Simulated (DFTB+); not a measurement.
# C$_{3}$H$_{4}$S: geometry relaxation (part 2 of 2)

C$_{3}$H$_{4}$S; GFN1-xTB, R-SCC, dispersion built in (DFTB+ 25.1). The geometry comes from this level: PBE0-D4/def2-TZVP.

Geometry of the input (Å):
```
C  -0.3958  0.8989  -0.1930
C  -0.2222  -0.5273  0.2376
C  0.8928  -1.1961  0.1349
S  2.2273  -1.9839  0.0078
H  -1.1718  0.9801  -0.9591
H  -0.6974  1.5242  0.6519
H  0.5304  1.3020  -0.6019
H  -1.0711  -1.0552  0.6660
```

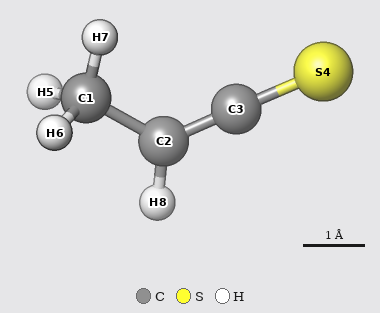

Figure 1. The geometry at step 5 of the log (ball-and-stick view, seen at a tilt; atoms are numbered from 1 in the order of the input).

## File detailed.out
```
Fermi distribution function

Geometry optimization step: 9

********************************************************************************
 iSCC Total electronic   Diff electronic      SCC error
    6   -0.12299895E+02   -0.98228981E-10    0.26881340E-05
********************************************************************************

 Total charge:     0.00000000

 Atomic gross charges (e)
 Atom           Charge
    1      -0.05358298
    2      -0.12873521
    3       0.13455207
    4      -0.11692918
    5       0.03496620
    6       0.03496849
    7       0.03380974
    8       0.06095087

Nr. of electrons (up):     22.00000000
Atom populations (up)
 Atom       Population
    1       4.05358298
    2       4.12873521
    3       3.86544793
    4       6.11692918
    5       0.96503380
    6       0.96503151
    7       0.96619026
    8       0.93904913

l-shell populations (up)
 Atom Sh.   l       Population
    1   1   0       1.00119152
    1   2   1       3.05239147
    2   1   0       1.03434102
    2   2   1       3.09439419
    3   1   0       1.12501898
    3   2   1       2.74042895
    4   1   0       1.91409274
    4   2   1       4.19320232
    4   3   2       0.00963413
    5   1   0       0.94916990
    5   2   0       0.01586390
    6   1   0       0.94916673
    6   2   0       0.01586478
    7   1   0       0.95312175
    7   2   0       0.01306851
    8   1   0       0.93033309
    8   2   0       0.00871604

Orbital populations (up)
 Atom Sh.   l   m       Population  Label
    1   1   0   0       1.00119152  s
    1   2   1  -1       0.97604248  p_y
    1   2   1   0       1.03470547  p_z
    1   2   1   1       1.04164352  p_x
    2   1   0   0       1.03434102  s
    2   2   1  -1       0.96734689  p_y
    2   2   1   0       1.15160893  p_z
    2   2   1   1       0.97543836  p_x
    3   1   0   0       1.12501898  s
    3   2   1  -1       0.84375750  p_y
    3   2   1   0       1.01363328  p_z
    3   2   1   1       0.88303816  p_x
    4   1   0   0       1.91409274  s
    4   2   1  -1       1.30353145  p_y
    4   2   1   0       1.67859748  p_z
    4   2   1   1       1.21107338  p_x
    4   3   2  -2      -0.00070578  d_xy
    4   3   2  -1       0.00611056  d_yz
    4   3   2   0       0.00237891  d_z2
    4   3   2   1       0.00298671  d_xz
    4   3   2   2      -0.00113628  d_x2-y2
    5   1   0   0       0.94916990  s
    5   2   0   0       0.01586390  s2
    6   1   0   0       0.94916673  s
    6   2   0   0       0.01586478  s2
    7   1   0   0       0.95312175  s
    7   2   0   0       0.01306851  s2
    8   1   0   0       0.93033309  s
    8   2   0   0       0.00871604  s2

Fermi level:                        -0.3458457498 H           -9.4109 eV
Band energy:                       -12.3785775519 H         -336.8382 eV
TS:                                  0.0000000000 H            0.0000 eV
Band free energy (E-TS):           -12.3785775519 H         -336.8382 eV
Extrapolated E(0K):                -12.3785775519 H         -336.8382 eV
Input / Output electrons (q):     22.0000000000     22.0000000000

Energy H0:                         -12.3037701713 H         -334.8026 eV
Energy SCC:                          0.0038752045 H            0.1054 eV
Total Electronic energy:           -12.2998949669 H         -334.6972 eV
Repulsive energy:                    0.1796334176 H            4.8881 eV
Halogen correction energy:           0.0000000000 H            0.0000 eV
Total energy:                      -12.1226742713 H         -329.8748 eV
Extrapolated to 0:                 -12.1226742713 H         -329.8748 eV
Total Mermin free energy:          -12.1226742713 H         -329.8748 eV
Force related energy:              -12.1226742713 H         -329.8748 eV

Non-constrained calculation

SCC converged

Full geometry written in geo_end.{xyz|gen}

Total Forces
    1      0.000260629648      0.000424447309     -0.000225120974
    2     -0.000088563047      0.000083128480     -0.000010201746
    3     -0.000293889894     -0.000364910129      0.000224132838
    4      0.000269734251      0.000200130731     -0.000153582602
    5     -0.000155810417     -0.000360915248     -0.000068526313
    6     -0.000042468271     -0.000222661598      0.000330632911
    7      0.000480654697      0.000428670818     -0.000287126885
    8     -0.000430286967     -0.000187890363      0.000189792770

Maximal derivative component:        0.480655E-03 au

Dipole moment:   -0.40316534    0.29697762    0.01843439 au
Dipole moment:   -1.02474416    0.75484188    0.04685556 Debye

Geometry converged
```

## Trajectory as extended XYZ (Å, eV, eV/Å), 10 frames, from step=0 to step=9
```
8
Properties=species:S:1:pos:R:3 step=0 energy=-329.86597
C    -0.3958    0.8989   -0.1930
C    -0.2222   -0.5273    0.2376
C     0.8928   -1.1961    0.1349
S     2.2273   -1.9839    0.0078
H    -1.1718    0.9801   -0.9591
H    -0.6974    1.5242    0.6519
H     0.5304    1.3020   -0.6019
H    -1.0711   -1.0552    0.6660
8
Properties=species:S:1:pos:R:3 step=1 energy=-329.86903
C    -0.3974    0.9023   -0.1937
C    -0.2223   -0.5314    0.2390
C     0.8933   -1.1949    0.1344
S     2.2290   -1.9850    0.0077
H    -1.1718    0.9796   -0.9589
H    -0.6974    1.5237    0.6520
H     0.5308    1.3014   -0.6018
H    -1.0720   -1.0530    0.6655
8
Properties=species:S:1:pos:R:3 step=2 energy=-329.87073
C    -0.3990    0.9052   -0.1941
C    -0.2233   -0.5345    0.2404
C     0.8970   -1.1948    0.1332
S     2.2307   -1.9862    0.0076
H    -1.1722    0.9789   -0.9590
H    -0.6976    1.5232    0.6527
H     0.5314    1.3004   -0.6017
H    -1.0748   -1.0496    0.6652
8
Properties=species:S:1:pos:R:3 step=3 energy=-329.87192
C    -0.3998    0.9059   -0.1942
C    -0.2224   -0.5362    0.2406
C     0.8988   -1.1937    0.1323
S     2.2333   -1.9877    0.0073
H    -1.1732    0.9782   -0.9595
H    -0.6980    1.5231    0.6539
H     0.5320    1.2993   -0.6015
H    -1.0787   -1.0462    0.6652
8
Properties=species:S:1:pos:R:3 step=4 energy=-329.87319
C    -0.4002    0.9050   -0.1937
C    -0.2210   -0.5371    0.2405
C     0.9024   -1.1927    0.1309
S     2.2367   -1.9894    0.0069
H    -1.1747    0.9770   -0.9602
H    -0.6988    1.5228    0.6558
H     0.5324    1.2975   -0.6010
H    -1.0848   -1.0405    0.6650
8
Properties=species:S:1:pos:R:3 step=5 energy=-329.87369
C    -0.3999    0.9033   -0.1933
C    -0.2201   -0.5367    0.2402
C     0.9038   -1.1925    0.1304
S     2.2379   -1.9896    0.0066
H    -1.1754    0.9762   -0.9602
H    -0.6992    1.5222    0.6566
H     0.5323    1.2965   -0.6006
H    -1.0874   -1.0367    0.6645
8
Properties=species:S:1:pos:R:3 step=6 energy=-329.87411
C    -0.3996    0.9014   -0.1927
C    -0.2192   -0.5363    0.2397
C     0.9045   -1.1925    0.1302
S     2.2385   -1.9893    0.0063
H    -1.1756    0.9752   -0.9597
H    -0.6996    1.5211    0.6569
H     0.5319    1.2955   -0.6001
H    -1.0890   -1.0325    0.6636
8
Properties=species:S:1:pos:R:3 step=7 energy=-329.87446
C    -0.3992    0.8999   -0.1923
C    -0.2185   -0.5360    0.2394
C     0.9045   -1.1929    0.1302
S     2.2388   -1.9884    0.0059
H    -1.1755    0.9739   -0.9586
H    -0.6997    1.5194    0.6568
H     0.5313    1.2945   -0.5996
H    -1.0898   -1.0279    0.6623
8
Properties=species:S:1:pos:R:3 step=8 energy=-329.87467
C    -0.3989    0.8995   -0.1923
C    -0.2181   -0.5359    0.2393
C     0.9040   -1.1935    0.1306
S     2.2388   -1.9874    0.0056
H    -1.1751    0.9727   -0.9574
H    -0.6998    1.5178    0.6566
H     0.5310    1.2940   -0.5994
H    -1.0900   -1.0245    0.6613
8
Properties=species:S:1:pos:R:3 step=9 energy=-329.87477
C    -0.3987    0.9000   -0.1925
C    -0.2180   -0.5360    0.2393
C     0.9034   -1.1941    0.1309
S     2.2389   -1.9868    0.0053
H    -1.1750    0.9718   -0.9568
H    -0.6998    1.5167    0.6565
H     0.5312    1.2941   -0.5994
H    -1.0901   -1.0231    0.6608
```

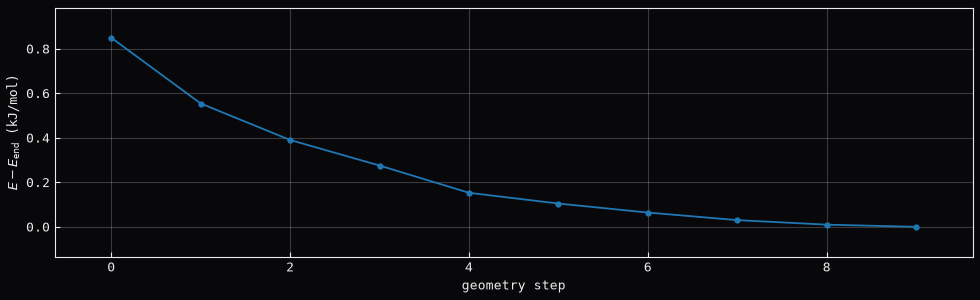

Figure 2. Progress of the relaxation, step by step (steps are counted from 0).

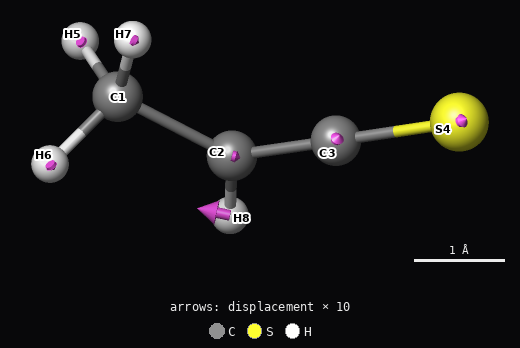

Figure 3. The starting structure with the displacements as pink arrows, magnified 10 times (ball-and-stick view, seen at a tilt). The two geometries are laid on each other by the best rigid fit. After 9 geometry steps the energy has fallen by 0.85 kJ/mol. H8 moves most after the best rigid fit: 0.038 Å. Largest moves by element: H 0.038 Å, S 0.012 Å, C 0.012 Å. Among the contacts that change: C1–C2 1.500 → 1.510 Å. Among the angles that change: C3–C2–H8 116.7° → 119.8°, C1–C2–H8 119.0° → 116.2°. (Atoms are counted from 1 in the order of the input.)

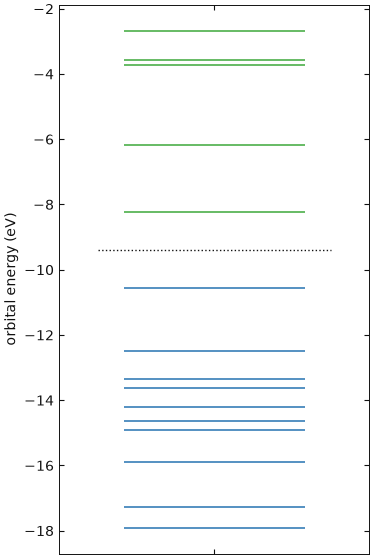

Figure 4. Orbital energies near the frontier; the dotted line parts filled from empty levels, and levels within 0.02 eV of each other stand side by side. Highest filled −10.58 eV, lowest empty −8.25 eV, 2.33 eV apart.

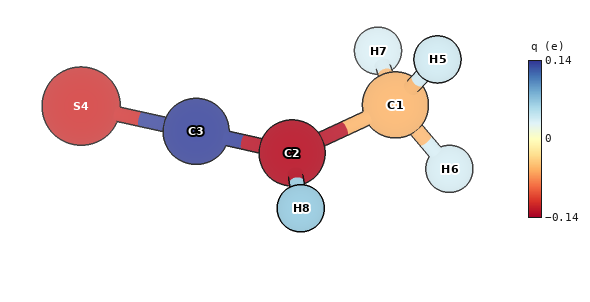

Figure 5. Mulliken charges, as the colour of each atom (ball-and-stick view, seen at an oblique angle; atoms are numbered from 1 in the order of the input). By element: C −0.13 to +0.13, S −0.12 and H +0.03 to +0.06 e.

## Key numbers

| quantity | value |
| --- | --- |
| outcome | converged |
| total energy | −12.122674 hartree |
| basis functions | 29 |
| largest force | 0.036 eV/Å |
| HOMO | −10.58 eV |
| LUMO | −8.25 eV |
| dipole moment | 1.27 D |
| peak memory | 0.071 GiB |

## Notes

Settings chosen away from the usual ones: optimiser.
